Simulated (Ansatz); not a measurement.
System: C$_{2}$H$_{6}$AlF···H$_{2}$.

The calculation's input:

```
crystal:
  periodic: [false, false, false]
  atoms:
    - { symbol: Al, position_ang: [0.0, 0.0, 0.0] }
    - { symbol: F, position_ang: [0.0, 0.0, 2.04] }
    - { symbol: C, position_ang: [1.706, 0.0, -0.985] }
    - { symbol: H, position_ang: [2.0356, -1.0462, -1.1552] }
    - { symbol: H, position_ang: [1.5695, 0.508, -1.9624] }
    - { symbol: H, position_ang: [2.4756, 0.5381, -0.3932] }
    - { symbol: C, position_ang: [-1.706, 0.0, -0.985] }
    - { symbol: H, position_ang: [-2.2662, -0.9305, -0.7558] }
    - { symbol: H, position_ang: [-2.3102, 0.8797, -0.6796] }
    - { symbol: H, position_ang: [-1.5043, 0.0508, -2.0753] }
    - { symbol: H, position_ang: [0.0834, 1.7631, 0.5865] }
    - { symbol: H, position_ang: [0.0624, 1.3199, 1.5347] }
basis:
  gaussian: { orbitals: "6-31G*" }
hamiltonian:
  xc: b3lyp
  dispersion: d4
relax:
  f_tol: 0.15
  max_steps: 25
  restrain:
    - { distance: [0, 10], at: 2.76, k: 30.0 }
    - { distance: [11, 1], at: 2.12, k: 30.0 }
    - { distance: [0, 1], at: 1.69, k: 30.0 }
    - { distance: [11, 10], at: 0.66, k: 30.0 }
output:
  orbitals: {}
```

Launched as:

```sh
ansatz run input.yaml --threads 1 --pin off --max-ram 2048MiB --backend cpu --events-out ev --progress --plain --runs-dir out
```

The fields are those of the run's last geometry, not of the input's.

Not at a stationary point (largest force 1.6 eV/Å).

Level of theory: RKS B3LYP-D4/6-31G* (Ansatz).

What will maps of the electron density and electron localisation function show?

Answer. Al–F (1.68 Å): the density is about 0.77 e/Å³ at the midpoint; the ELF peaks at about 0.85 in the valence shell of F, 0.6 Å from its nucleus, and is about 0.25 at the midpoint.
C–Al (1.96 Å): the density is about 0.72 e/Å³ at the midpoint; the ELF peaks at about 0.95 between the atoms (a polar covalent bond).
C–H (1.10 Å): the density is about 1.9 e/Å³ at the midpoint; the ELF climbs to about 1 towards the hydrogen, as it does in any bond to H: a covalent bond by its length.

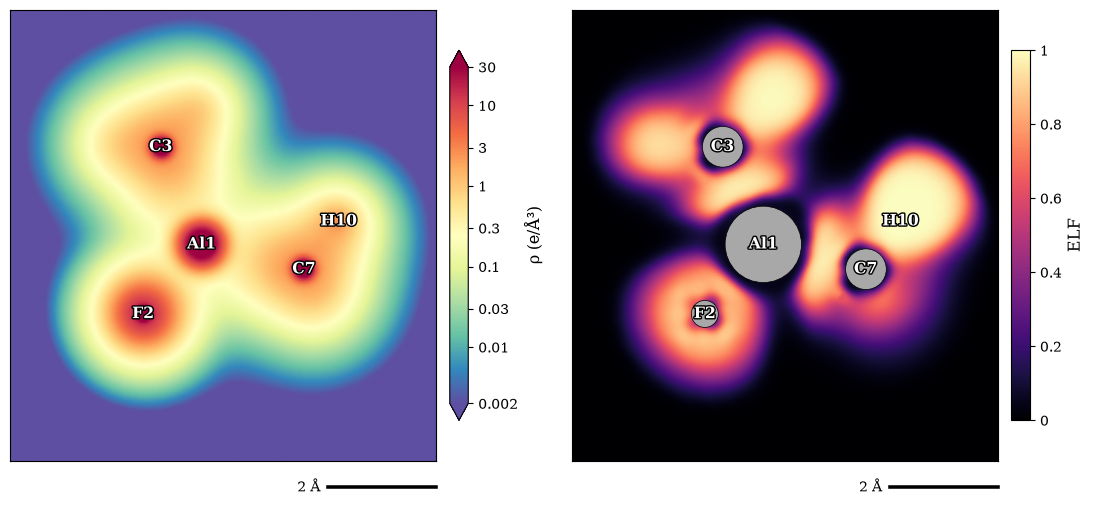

Computed electron density and electron localisation function on the plane of atoms F2, Al1 and C7, in this order. Grey discs cover the atomic cores in the ELF map. 
